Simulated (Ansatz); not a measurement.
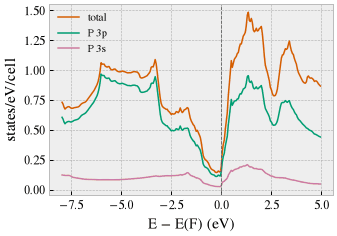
Fig. 1. Total and projected density of states of P (A7 (α-As type), R-3m), plane-wave PAW r²SCAN+D4 (Ansatz code)

Task: Which orbitals carry the states next to the Fermi level?

Result: Within 0.5 eV of the Fermi level: P 3p 72 %, P 3s 16 %, outside the projected shells 12 %. Projections are on Löwdin-orthogonalised atomic valence shells; empty p or d shells of many metals are not among them.

Task: Where is the tallest occupied peak in this window, and what makes it?

Result: Near -3.3 eV, about 1.1 states/eV per cell; the largest projected share is P 3p.

This is a known high-pressure phase of the composition, computed here at zero pressure and temperature. The r²SCAN+D4 relaxation kept the symmetry of its start; its stability against distortions is not shown here.

Potentials: the later of the program's two PAW sets.
